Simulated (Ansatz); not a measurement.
All values below come from PBE (plane waves to 420 eV, PAW; Ansatz, a quantum-chemistry and plane-wave program).

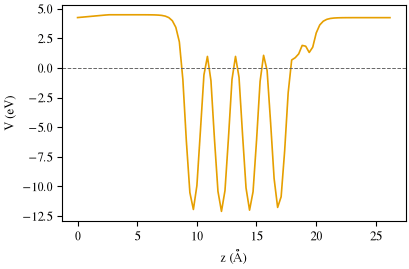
Plane-averaged electrostatic potential energy along the normal, in eV from the Fermi level, for Sn on the 1x1 (111) surface of fcc Ag, one in a 2x2 cell, started at the site 'bridge Ag-Ag (span 2.9 Å)'

Slab: 17 atoms, 7.1 Å thick at the start under the adsorbate (thin: gaps and levels are the slab's own); k 6x6x1, smearing 0.1 eV, dipole-corrected; 8 atoms held, the rest relaxed; held to the start's symmetry, so lower structures may exist; spin-polarised, no spin-orbit, no U, no dispersion correction. The starting moment vanished. At the end it is bonded to 3 Ag. In PBE it is, or lies within 0.03 eV of, the lowest of the starts that converged.

The vacuum level lies 4.25 eV above the Fermi level over the top face and 4.49 eV above it under the bottom face.
